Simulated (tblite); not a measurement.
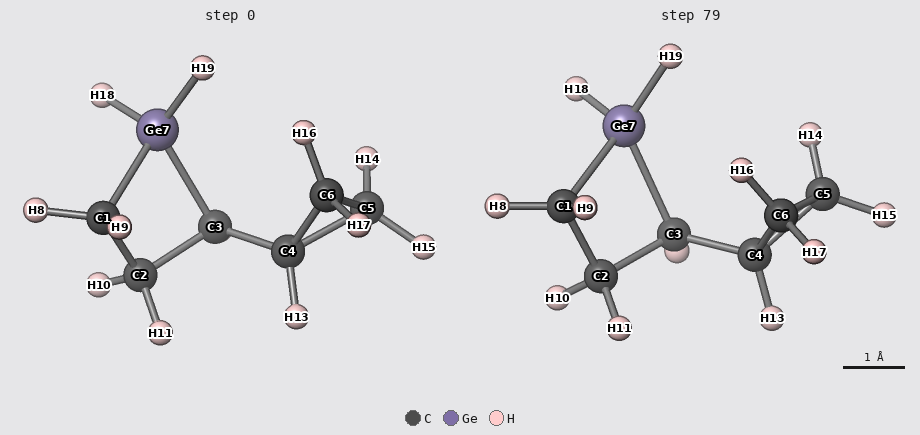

The structure of C6H12Ge before (left) and after (right) a relaxation, at one scale.

A ball-and-stick model, seen face on.

These are results of tblite, GFN2-xTB geometry optimisation, gas phase, not measurements. 

### What changed between the two?

An H atom moves most after the best rigid fit: 0.79 Å. By element the largest moves are H 0.79 Å, C 0.35 Å, Ge 0.23 Å. Near-neighbour distances that change, for instance: C–Ge 1.927 → 2.006 Å, C–H 1.126 → 1.080 Å, C–C 1.508 → 1.541 Å, Ge–H 1.540 → 1.513 Å. Bond angles that change, for instance: Ge–C–H 107.7° → 120.3°, H–Ge–H 116.9° → 106.1°, C–C–H 116.7° → 108.3°. Groups turn about C–C by about 30°. Over 79 geometry steps the energy falls by 16.2 kcal/mol. The run took 0.43 s on 1 thread of Arm Neoverse V2, on a shared host.
